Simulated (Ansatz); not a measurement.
## W: response to strain

Base system: W in the bcc (W type) structure (space group Im-3m, No. 229; a = 3.169 Å; relaxed with 0.1 eV smearing).

Strains are applied to the cell and any free atomic positions relax.

Computed with Ansatz (an electronic-structure program) r2SCAN, spin-orbit coupling left out.

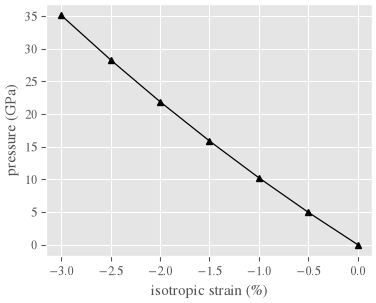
Figure: Pressure against isotropic strain

**Question.** From the plot, what is the pressure for isotropic strain −2.00 %?

**Answer.** About 22 GPa.

**Question.** Is the trend monotonic over the range shown?

**Answer.** Yes, it falls throughout, spanning 0.0 GPa to 35.1 GPa.

Stability against distortions was not tested. All final runs are without spin polarisation.
